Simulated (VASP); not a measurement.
# Lattice of SnSe across functionals and dispersion corrections, part 2 of 4

Wanted: equilibrium cells of SnSe at many levels, with their cost. LASPH is on for some levels and off for others; the table marks which. The start is a computed cell from the Materials Project.

VASP 6.6.1, plane waves and PAW; the level of theory is named at each step.

So far. Step 2 (Relaxation with LDA): It ends with a largest force of 0.008 eV/Å and a pressure of 0.01 GPa. The conventional cell has a = 11.346, b = 4.109 and c = 4.342 Å.

### 3. Relaxation with PBE

This step: PBE; plane waves and PAW (Sn_d, Se) (VASP 6.6.1).

PBE, the usual starting point, adds the gradient of the density.

INCAR reads:

```
SYSTEM = SnSe
PREC = Accurate
ENCUT = 520
EDIFF = 1E-06
NELM = 100
ISMEAR = -1
SIGMA = 0.05
LREAL = .FALSE.
ALGO = Normal
GGA = PE
NBANDS = 49
LORBIT = 11
LWAVE = .FALSE.
LCHARG = .FALSE.
KPAR = 4
NCORE = 2
IBRION = 2
NSW = 60
ISIF = 3
EDIFFG = -0.01
```

POSCAR reads:

```
SnSe
1.0
   11.6644585000      0.0000000000      0.0000000000
    0.0000000000      4.1262509500      0.0000000000
    0.0000000000      0.0000000000      4.7009074500
Sn Se
4 4
Direct
    0.6187868500      0.7500000000      0.3765543000
    0.8812131500      0.2500000000      0.8765543000
    0.3812131500      0.2500000000      0.6234457000
    0.1187868500      0.7500000000      0.1234457000
    0.1485530300      0.2500000000      0.5091818000
    0.6485530300      0.2500000000      0.9908182000
    0.3514469700      0.7500000000      0.0091818000
    0.8514469700      0.7500000000      0.4908182000
```

KPOINTS reads:

```
Automatic mesh
0
Gamma
2 6 5
0 0 0
```

PAW data sets: Sn_d and Se (PBE family, release 64).

The run is started by

```console
$ mpirun -np 8 vasp_std
```

Numbers of over 12 decimals in the logs are rounded to 6 here.

What it wrote:

```text
[banner, memory and clock lines left out]
running    8 mpi-ranks, on    1 nodes
 distrk:  each k-point on    2 cores,    4 groups
 distr:  one band on    2 cores,    1 groups

 POSCAR found type information on POSCAR SnSe
 POSCAR found :  2 types and       8 ions
 LDA part: xc-table for (Slater+PW92), standard interpolation
 POSCAR, INCAR and KPOINTS ok, starting setup
 FFT: planning ... GRIDC
 FFT: planning ... GRID_SOFT
 FFT: planning ... GRID
 WAVECAR not read
 entering main loop
       N       E                     dE             d eps       ncg     rms          rms(c)
DAV:   1     0.871103739055E+03    0.87110E+03   -0.36800E+04  2522   0.206E+03
DAV:   2     0.117991462261E+03   -0.75311E+03   -0.73010E+03  2360   0.599E+02
DAV:   3    -0.235997698998E+02   -0.14159E+03   -0.13544E+03  2819   0.205E+02
DAV:   4    -0.332623513877E+02   -0.96626E+01   -0.95251E+01  2770   0.542E+01
DAV:   5    -0.335857374990E+02   -0.32339E+00   -0.32260E+00  2745   0.107E+01    0.644E+00
DAV:   6    -0.328241116044E+02    0.76163E+00   -0.14075E+00  3257   0.580E+00    0.402E+00
DAV:   7    -0.328193196281E+02    0.47920E-02   -0.60232E-01  3065   0.267E+00    0.157E+00
DAV:   8    -0.328172720753E+02    0.20476E-02   -0.58032E-02  3080   0.155E+00    0.352E-01
DAV:   9    -0.328176554499E+02   -0.38337E-03   -0.87641E-03  2948   0.611E-01    0.116E-01
DAV:  10    -0.328178131372E+02   -0.15769E-03   -0.96295E-04  2870   0.152E-01    0.598E-02
DAV:  11    -0.328178969002E+02   -0.83763E-04   -0.26626E-04  3175   0.884E-02    0.208E-02
DAV:  12    -0.328178834740E+02    0.13426E-04   -0.39181E-05  2962   0.333E-02    0.697E-03
DAV:  13    -0.328178847502E+02   -0.12762E-05   -0.68608E-06  2218   0.107E-02    0.193E-03
DAV:  14    -0.328178847963E+02   -0.46111E-07   -0.42556E-07  1533   0.524E-03
   1 F= -.32817885E+02 E0= -.32817872E+02  d E =-.328179E+02
 curvature:   0.00 expect dE= 0.000E+00 dE for cont linesearch  0.000E+00
 trial: gam= 0.00000 g(F)=  0.168E-01 g(S)=  0.492E-01 ort = 0.000E+00 (trialstep = 0.100E+01)
 search vector abs. value=  0.660E-01
 bond charge predicted
       N       E                     dE             d eps       ncg     rms          rms(c)
DAV:   1    -0.333681108714E+02   -0.55023E+00   -0.15859E+01  3098   0.373E+01    0.436E+00
DAV:   2    -0.329455388578E+02    0.42257E+00   -0.12347E+00  2872   0.986E+00    0.184E+00
DAV:   3    -0.328435769400E+02    0.10196E+00   -0.39094E-01  3048   0.510E+00    0.442E-01
DAV:   4    -0.328389918074E+02    0.45851E-02   -0.20060E-02  2926   0.872E-01    0.211E-01
DAV:   5    -0.328379318033E+02    0.10600E-02   -0.23116E-03  2971   0.285E-01    0.911E-02
DAV:   6    -0.328378524257E+02    0.79378E-04   -0.42333E-04  3259   0.145E-01    0.420E-02
DAV:   7    -0.328378273874E+02    0.25038E-04   -0.55090E-05  2976   0.483E-02    0.100E-02
DAV:   8    -0.328378286444E+02   -0.12570E-05   -0.11337E-05  2938   0.221E-02    0.407E-03
DAV:   9    -0.328378301916E+02   -0.15472E-05   -0.72454E-07  1419   0.469E-03    0.159E-03
DAV:  10    -0.328378305844E+02   -0.39278E-06   -0.31245E-07  1323   0.465E-03
   2 F= -.32837831E+02 E0= -.32837817E+02  d E =-.199458E-01
[... from here on, the cycles between the ionic steps are left out ...]
   3 F= -.32841250E+02 E0= -.32841237E+02  d E =-.233653E-01
   4 F= -.32843031E+02 E0= -.32843018E+02  d E =-.178110E-02
   5 F= -.32847571E+02 E0= -.32847557E+02  d E =-.632127E-02
   6 F= -.32853078E+02 E0= -.32853060E+02  d E =-.118276E-01
   7 F= -.32847630E+02 E0= -.32847600E+02  d E =-.637964E-02
   8 F= -.32853807E+02 E0= -.32853787E+02  d E =-.125572E-01
   9 F= -.32854190E+02 E0= -.32854160E+02  d E =-.382497E-03
  10 F= -.32854781E+02 E0= -.32854757E+02  d E =-.974158E-03
  11 F= -.32856088E+02 E0= -.32856057E+02  d E =-.130652E-02
  12 F= -.32856309E+02 E0= -.32856274E+02  d E =-.152804E-02
  13 F= -.32856976E+02 E0= -.32856941E+02  d E =-.666595E-03
  14 F= -.32856988E+02 E0= -.32856953E+02  d E =-.678657E-03
  15 F= -.32857530E+02 E0= -.32857498E+02  d E =-.542288E-03
 trial-energy change:   -0.000542  1 .order   -0.000524   -0.000662   -0.000386
 step:   3.4623(harm=  4.5938)  dis= 0.00824  next Energy=   -32.857696 (dE=-0.708E-03)
 bond charge predicted
       N       E                     dE             d eps       ncg     rms          rms(c)
DAV:   1    -0.328594416169E+02   -0.19105E-02   -0.34115E-01  3137   0.269E+00    0.258E-01
DAV:   2    -0.328583705397E+02    0.10711E-02   -0.81231E-03  3215   0.829E-01    0.138E-01
DAV:   3    -0.328577523042E+02    0.61824E-03   -0.15224E-03  3041   0.341E-01    0.397E-02
DAV:   4    -0.328577481217E+02    0.41825E-05   -0.42219E-04  2690   0.150E-01    0.167E-02
DAV:   5    -0.328577435548E+02    0.45670E-05   -0.20755E-05  2785   0.289E-02    0.807E-03
DAV:   6    -0.328577429054E+02    0.64941E-06   -0.44743E-06  2182   0.133E-02
  16 F= -.32857743E+02 E0= -.32857712E+02  d E =-.754829E-03
 curvature:  -3.91 expect dE=-0.910E-04 dE for cont linesearch -0.309E-04
 trial: gam=-0.07131 g(F)=  0.973E-05 g(S)=  0.135E-04 ort = 0.752E-04 (trialstep = 0.223E+01)
 search vector abs. value=  0.162E-04
 reached required accuracy - stopping structural energy minimisation
```

Run time: 3.5 min. Hardware: 8 MPI ranks of Intel Xeon 6975P-C (Granite Rapids), shared host; peak memory 2.4 GiB.

Parts of OUTCAR (step 3):

```text
 Found     24 irreducible k-points:

   NELECT =      80.0000    total number of electrons

 E-fermi :   5.0565

 k-point     1 :       0.0000    0.0000    0.0000
  band No.  band energies     occupation
    ...
     36       3.0208      2.00000
     37       3.2997      2.00000
     38       3.6414      2.00000
     39       4.1465      2.00000
     40       4.3479      2.00000
     41       5.5620      0.00008
     42       7.5287      0.00000
     43       7.7109      0.00000
     44       7.7504      0.00000
     45       7.9728      0.00000
    ...

 k-point     2 :       0.5000    0.0000    0.0000
  band No.  band energies     occupation
    ...
     36       2.8524      2.00000
     37       3.0727      2.00000
     38       3.0727      2.00000
     39       4.2945      2.00000
     40       4.2945      2.00000
     41       7.2319      0.00000
     42       7.2319      0.00000
     43       7.4242      0.00000
     44       7.4242      0.00000
     45       8.4581      0.00000
    ...

  Total        0.0228332      0.0330560      0.0251540      0.0000000     -0.0000000      0.0000000
  in kB        0.1610106      0.2330976      0.1773756      0.0000000     -0.0000000      0.0000000
  external PRESSURE =       0.1904946 kB  Pullay stress =       0.0000000 kB

  energy-cutoff  :      520.00
  volume of cell :      227.21
      direct lattice vectors                 reciprocal lattice vectors
    11.819742735  0.000000000  0.000000000     0.084604210  0.000000000  0.000000000
     0.000000000  4.202759728  0.000000000     0.000000000  0.237938894 -0.000000000
     0.000000000  0.000000000  4.573841770     0.000000000 -0.000000000  0.218634586

 POSITION                                       TOTAL-FORCE (eV/Angst)
 -----------------------------------------------------------------------------------
      7.34061      3.15207      1.75765         0.005783     -0.000000     -0.001583
     10.38901      1.05069      4.04457        -0.005783     -0.000000     -0.001583
      4.47914      1.05069      2.81619        -0.005783      0.000000      0.001583
      1.43074      3.15207      0.52927         0.005783      0.000000      0.001583
      1.72512      1.05069      2.38786        -0.000676     -0.000000     -0.003748
      7.63499      1.05069      4.47291        -0.000676      0.000000      0.003748
      4.18475      3.15207      0.10094         0.000676     -0.000000     -0.003748
     10.09462      3.15207      2.18599         0.000676      0.000000      0.003748
 -----------------------------------------------------------------------------------
    total drift:                               -0.000000      0.000000     -0.000000

  FREE ENERGIE OF THE ION-ELECTRON SYSTEM (eV)
  ---------------------------------------------------
  free  energy   TOTEN  =       -32.8577429054 eV

  energy  without entropy=      -32.8576819083  energy(sigma->0) =      -32.85771241

 total charge
# of ion       s       p       d       tot
------------------------------------------
    1        1.350   0.728   9.987  12.065
    2        1.350   0.728   9.987  12.065
    3        1.350   0.728   9.987  12.065
    4        1.350   0.728   9.987  12.065
    5        1.471   2.316   0.022   3.808
    6        1.471   2.316   0.022   3.808
    7        1.471   2.316   0.022   3.808
    8        1.471   2.316   0.022   3.808
--------------------------------------------------
tot         11.286  12.174  40.033  63.492

[... 9 parts as in an earlier step ...]

[... 5 further parts left out ...]
```

CONTCAR:

```
SnSe
   1.00000000000000
    11.8197427350696902    0.0000000000000000    0.0000000000000000
     0.0000000000000000    4.2027597279491502    0.0000000000000000
     0.0000000000000000    0.0000000000000001    4.5738417695450915
  Sn              Se
     4     4
Direct
     0.6210462097583850    0.7500000000000000    0.3842835350075606
     0.8789537902416150    0.2500000000000000    0.8842835350075605
     0.3789537902416150    0.2500000000000000    0.6157164649924395
     0.1210462097583849    0.7500000000000000    0.1157164649924395
     0.1459523508860288    0.2500000000000000    0.5220680431278036
     0.6459523508860289    0.2500000000000000    0.9779319568721964
     0.3540476491139712    0.7500000000000000    0.0220680431278037
     0.8540476491139711    0.7500000000000000    0.4779319568721963
```

The bonds form layers, held to each other by dispersion, which PBE lacks, so the spacing between them is unreliable.

Relaxation path:

```tsv
step	energy less that of the first step (eV)	largest force (eV/Å)	pressure (GPa)	volume (Å³)
1	0.0000	0.2109	1.15	226.26
2	-0.0199	0.0704	-0.54	232.99
3	-0.0234	0.0612	-0.09	231.08
4	-0.0251	0.0584	-0.08	230.76
5	-0.0297	0.0500	-0.07	229.77
6	-0.0352	0.0345	0.01	227.78
7	-0.0297	0.0355	0.26	223.73
8	-0.0359	0.0293	0.09	226.70
9	-0.0363	0.0739	-0.25	227.68
10	-0.0369	0.0487	-0.12	227.25
11	-0.0382	0.0389	-0.02	226.64
12	-0.0384	0.0328	0.07	226.24
13	-0.0391	0.0234	0.03	226.55
14	-0.0391	0.0232	0.02	226.60
15	-0.0396	0.0131	0.03	226.93
16	-0.0399	0.0060	0.02	227.21
```

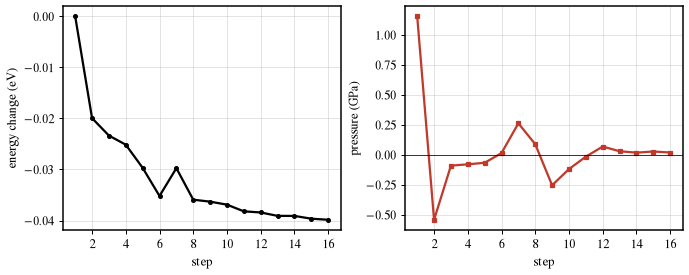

Energy and pressure along the relaxation.

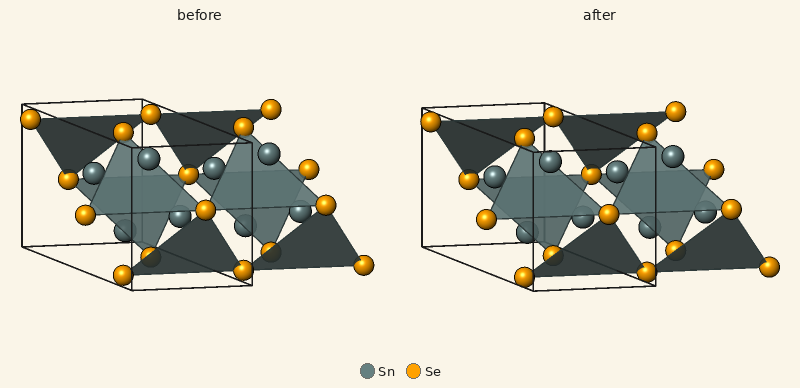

Before and after, at one scale.

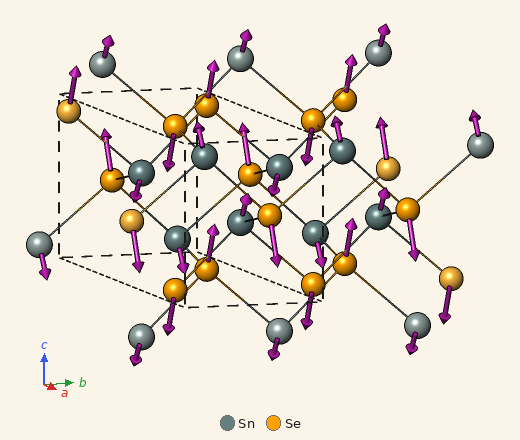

Displacements in the relaxation, exaggerated, measured against the changing cell; the longest in the cell stands for 0.07 Å. 1×2×1 cells are drawn. Some periodic images of atoms are drawn too.

```tsv
conventional cell, symmetrised	before	after	change
a (Å)	11.664	11.820	+1.3 %
b (Å)	4.126	4.203	+1.9 %
c (Å)	4.701	4.574	-2.7 %
volume (Å³/atom)	28.28	28.40	+0.4 %
```

The atoms that moved most (Å, as changes of fractional coordinates times the final cell):

```tsv
atom	dx	dy	dz	length
Se8	0.031	0.000	-0.059	0.066
Se7	0.031	0.000	0.059	0.066
Se6	-0.031	0.000	-0.059	0.066
Se5	-0.031	0.000	0.059	0.066
Sn1	0.027	0.000	0.035	0.044
Sn2	-0.027	0.000	0.035	0.044
Sn4	0.027	0.000	-0.035	0.044
Sn3	-0.027	0.000	-0.035	0.044
```

The relaxed structure:

```cif
data_structure
_symmetry_space_group_name_H-M 'P 1'
_symmetry_Int_Tables_number 1
_cell_length_a 11.8197
_cell_length_b 4.2028
_cell_length_c 4.5738
_cell_angle_alpha 90.000
_cell_angle_beta 90.000
_cell_angle_gamma 90.000
_cell_volume 227.21
loop_
_atom_site_label
_atom_site_type_symbol
_atom_site_fract_x
_atom_site_fract_y
_atom_site_fract_z
_atom_site_occupancy
Sn1 Sn 0.62105 0.75000 0.38428 1
Sn2 Sn 0.87895 0.25000 0.88428 1
Sn3 Sn 0.37895 0.25000 0.61572 1
Sn4 Sn 0.12105 0.75000 0.11572 1
Se5 Se 0.14595 0.25000 0.52207 1
Se6 Se 0.64595 0.25000 0.97793 1
Se7 Se 0.35405 0.75000 0.02207 1
Se8 Se 0.85405 0.75000 0.47793 1
```

This step gave:

| Item | Value |
| --- | --- |
| free energy (TOTEN) | -32.86 eV |
| Fermi energy | 5.056 eV |
| pressure | 0.01905 GPa |
| SCF cycles over all ionic steps | 123 |
| gap on the k-mesh | 0.7103 eV |
| least direct gap on the k-mesh | 0.8897 eV |

It ends at 28.40 Å³/atom, +0.4 % from the start, with 0.02 GPa left. The conventional cell has a = 11.820, b = 4.203 and c = 4.574 Å.

### 4. Relaxation with r2SCAN

This step: r2SCAN; plane waves and PAW (Sn_d, Se) (VASP 6.6.1).

r2SCAN adds the kinetic-energy density, costs more than a GGA and is run with LASPH.

Changes to INCAR since step 3:

```diff
@@ -9,3 +9,4 @@
 ALGO = Normal
-GGA = PE
+METAGGA = R2SCAN
+LASPH = .TRUE.
 NBANDS = 49
```

POSCAR is that of step 3.

KPOINTS is that of step 3.

The run is started by

```console
$ mpirun -np 8 vasp_std
```

What it wrote:

```text
[banner, memory and clock lines left out]
running    8 mpi-ranks, on    1 nodes
[...]
[... a notice as in an earlier step ...]

 LDA part: xc-table for (None), standard interpolation
 POSCAR, INCAR and KPOINTS ok, starting setup
[...]
entering main loop
       N       E                     dE             d eps       ncg     rms          rms(c)
DAV:   1     0.753481206696E+03    0.75348E+03   -0.37747E+04  2521   0.211E+03
DAV:   2    -0.165908782761E+02   -0.77007E+03   -0.74630E+03  2360   0.611E+02
DAV:   3    -0.162699885510E+03   -0.14611E+03   -0.13975E+03  2780   0.211E+02
DAV:   4    -0.172943242757E+03   -0.10243E+02   -0.10078E+02  2766   0.564E+01
[...]
DAV:  12    -0.159826491397E+03   -0.47159E-05   -0.55431E-05  3259   0.506E-02    0.119E-02
DAV:  13    -0.159826493601E+03   -0.22036E-05   -0.18536E-05  2646   0.247E-02    0.321E-03
DAV:  14    -0.159826493024E+03    0.57649E-06   -0.12769E-06  1637   0.805E-03
   1 F= -.15982649E+03 E0= -.15982649E+03  d E =-.159826E+03
[... from here on, the cycles between the ionic steps are left out ...]
   2 F= -.15982666E+03 E0= -.15982666E+03  d E =-.163082E-03
   3 F= -.15982674E+03 E0= -.15982674E+03  d E =-.244359E-03
   4 F= -.15982683E+03 E0= -.15982683E+03  d E =-.951204E-04
   5 F= -.15982708E+03 E0= -.15982708E+03  d E =-.341890E-03
   6 F= -.15982740E+03 E0= -.15982740E+03  d E =-.658793E-03
   7 F= -.15982732E+03 E0= -.15982732E+03  d E =-.579185E-03
   8 F= -.15982748E+03 E0= -.15982748E+03  d E =-.743363E-03
   9 F= -.15982748E+03 E0= -.15982748E+03  d E =-.742158E-03
  10 F= -.15982748E+03 E0= -.15982748E+03  d E =-.743470E-03
  11 F= -.15982752E+03 E0= -.15982752E+03  d E =-.409376E-04
 trial-energy change:   -0.000041  1 .order   -0.000049   -0.000075   -0.000024
 step:   1.3241(harm=  1.3241)  dis= 0.00162  next Energy=  -159.827535 (dE=-0.546E-04)
 reached required accuracy - stopping structural energy minimisation
```

Wall time 5.5 min (8 MPI ranks); peak memory 2.6 GiB.

Parts of OUTCAR (step 4):

```text
  Total        0.0164315      0.0371837     -0.0370187      0.0000000      0.0000000      0.0000000
  in kB        0.1160044      0.2625130     -0.2613480      0.0000000      0.0000000      0.0000000
  external PRESSURE =       0.0390565 kB  Pullay stress =       0.0000000 kB

 POSITION                                       TOTAL-FORCE (eV/Angst)
 -----------------------------------------------------------------------------------
      7.25795      3.09131      1.77357         0.000869      0.000000      0.001760
     10.29800      1.03044      4.12574        -0.000869      0.000000      0.001760
      4.44602      1.03044      2.93075        -0.000869     -0.000000     -0.001760
      1.40596      3.09131      0.57859         0.000869     -0.000000     -0.001760
      1.73672      1.03044      2.39896        -0.001273      0.000000      0.000868
      7.58870      1.03044      4.65752        -0.001273     -0.000000     -0.000868
      4.11526      3.09131      0.04680         0.001273      0.000000      0.000868
      9.96725      3.09131      2.30536         0.001273     -0.000000     -0.000868
 -----------------------------------------------------------------------------------
    total drift:                               -0.000000      0.000000     -0.000000

  FREE ENERGIE OF THE ION-ELECTRON SYSTEM (eV)
  ---------------------------------------------------
  free  energy   TOTEN  =      -159.8275217900 eV

  energy  without entropy=     -159.8275196961  energy(sigma->0) =     -159.82752074

[... 2 parts as in an earlier step ...]

[... 2 further parts left out ...]
[key lines of the parts left out:]
E-fermi :   5.0528
```

The bonds form layers, held to each other by dispersion, which r2SCAN holds only at short range, so the spacing between them may come out too wide. The PAW data sets were made with PBE, which is usual practice but a small mismatch for other functionals.

Relaxation path:

```tsv
step	energy less that of the first step (eV)	largest force (eV/Å)	pressure (GPa)	volume (Å³)
1	0.0000	0.0306	-0.02	226.26
2	-0.0002	0.0216	0.03	226.13
3	-0.0002	0.0149	0.09	225.97
4	-0.0003	0.0138	0.09	226.04
5	-0.0006	0.0107	0.07	226.24
6	-0.0009	0.0057	0.03	226.65
7	-0.0008	0.0116	-0.08	227.46
8	-0.0010	0.0059	-0.04	227.01
9	-0.0010	0.0055	-0.02	226.95
10	-0.0010	0.0059	-0.02	226.97
11	-0.0010	0.0020	0.00	226.94
```

```tsv
conventional cell, symmetrised	before	after	change
a (Å)	11.664	11.704	+0.3 %
b (Å)	4.126	4.122	-0.1 %
c (Å)	4.701	4.704	+0.1 %
volume (Å³/atom)	28.28	28.37	+0.3 %
```

The atoms that moved most (Å, as changes of fractional coordinates times the final cell):

```tsv
atom	dx	dy	dz	length
Sn4	0.016	0.000	-0.002	0.016
Sn2	-0.016	0.000	0.002	0.016
Sn3	-0.016	0.000	-0.002	0.016
Sn1	0.016	0.000	0.002	0.016
```

Final coordinates:

```xyz
8
Lattice="11.7040 0.0000 0.0000 0.0000 4.1218 0.0000 0.0000 0.0000 4.7043" Properties=species:S:1:pos:R:3 pbc="T T T"
Sn    7.2579    3.0913    1.7736
Sn   10.2980    1.0304    4.1257
Sn    4.4460    1.0304    2.9307
Sn    1.4060    3.0913    0.5786
Se    1.7367    1.0304    2.3990
Se    7.5887    1.0304    4.6575
Se    4.1153    3.0913    0.0468
Se    9.9672    3.0913    2.3054
```

It ends at 28.37 Å³/atom, +0.3 % from the start, with 0.00 GPa left. The conventional cell has a = 11.704, b = 4.122 and c = 4.704 Å.

(Continued in part 3 of 4.)

[Lines on the potential files, build, host, timing and source positions are cut from VASP's logs without a mark.]

[Logs are printed without paths, hosts, clocks, repeated set-up lines and the standing remarks that a program may print on its own settings, such as how far it seeks lower states.]

[Hosts, paths, dates, database ids (printed as entryN), source tags and the programs' standing remarks are cut or masked in the printed files.]

[A measured line is paired with the nearest computed mode of its activity, which favours agreement.]
